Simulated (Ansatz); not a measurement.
# CFNSi (SMILES N#C[Si]F): what the fields show

```xyz
4

C    -1.3228   -1.0690   -1.4714
F    -1.5171   -0.9998    1.1602
N    -1.7609   -1.0125   -2.5391
Si   -0.3072   -1.2118    0.1336
```

Geometry: PBE0-D4/def2-TZVP.

These are results of isolated molecule in a Gaussian basis; Kohn-Sham density functional theory, functional PBE0 (Ansatz), not measurements.

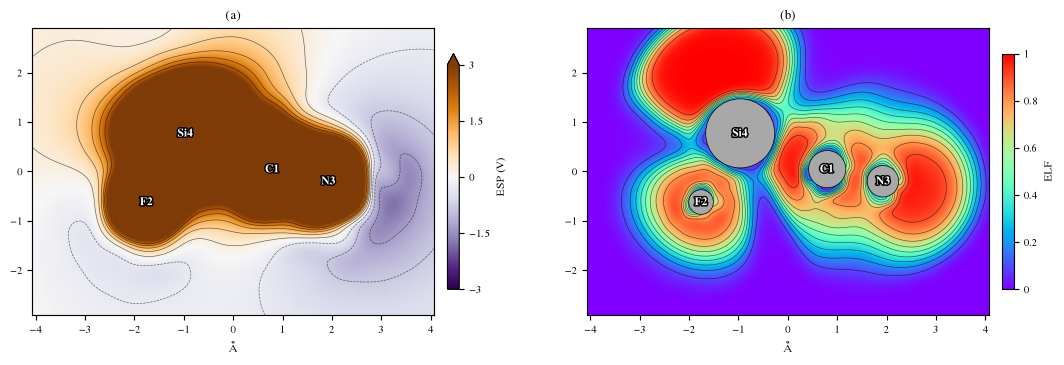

Figure 1. (a) electrostatic potential; (b) ELF on the molecular plane. Grey discs cover the atomic cores in the ELF map.

Question: Describe what can be read from this map.

Answer: Atoms in the plane: C, F, N and Si.
C–N (1.16 Å): the ELF peaks at about 0.90 between the atoms (a short, multiple covalent bond).
Si–F (1.60 Å): the ELF peaks at about 0.85 in the valence shell of F, 0.5 Å from its nucleus, and is about 0.50 at the midpoint.
C–Si (1.90 Å): the ELF peaks at about 0.95 between the atoms: a covalent bond.
The ELF also peaks beside F2, N3 and Si4, away from the bonds: lone-pair regions.
Outside the dense part of the molecule the potential is most negative (−1.8 V) near N3.

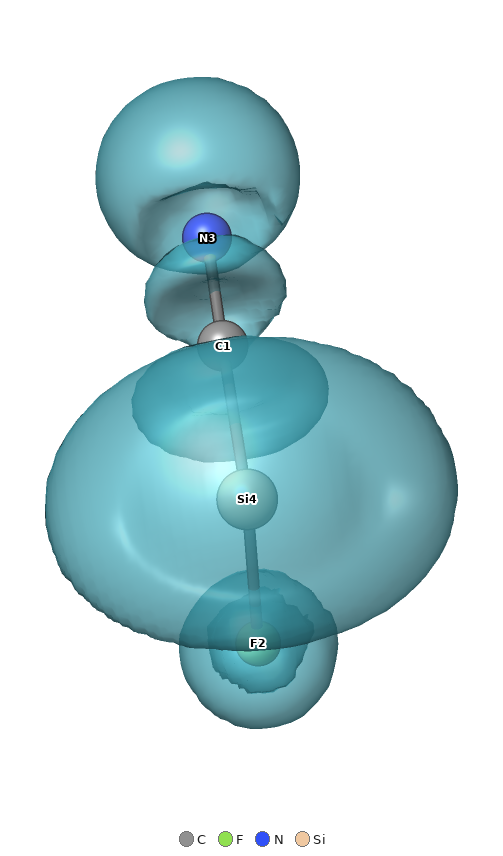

Figure 2. Isosurface of the ELF at 0.8 (cyan), seen at an oblique angle. Only the valence region is drawn (cores and ρ < 0.01 e/Å³ removed).

Question: Identify the bonds, lone pairs and shells in this picture.

Answer: At this value the surface marks out one region between bonded C–N atoms (shared pairs), one region between bonded C–Si atoms (shared pairs), one lobe on N, pointing away from the bonds (lone pairs), one lobe on Si, pointing away from the bonds (lone pairs) and one region wrapped around F (its lone pairs, merged into a ring or cap).

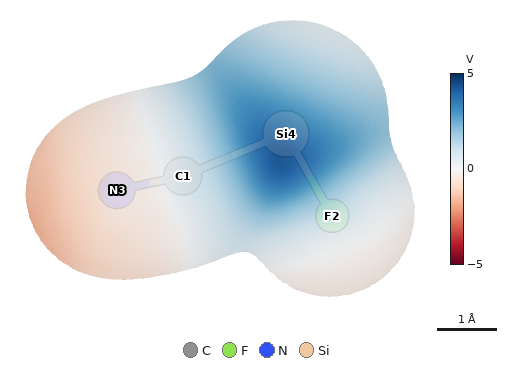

Figure 3. The molecular electrostatic potential painted on the density surface at 0.004 e/bohr³, seen across its widest extent; the colour scale runs from red (negative) to blue (positive).

Question: Describe the electrostatic potential map.

Answer: The most negative region (about −1.7 V) lies over N3, the most positive (about +4.2 V) over Si4. N3 is the likeliest acceptor of a hydrogen bond.
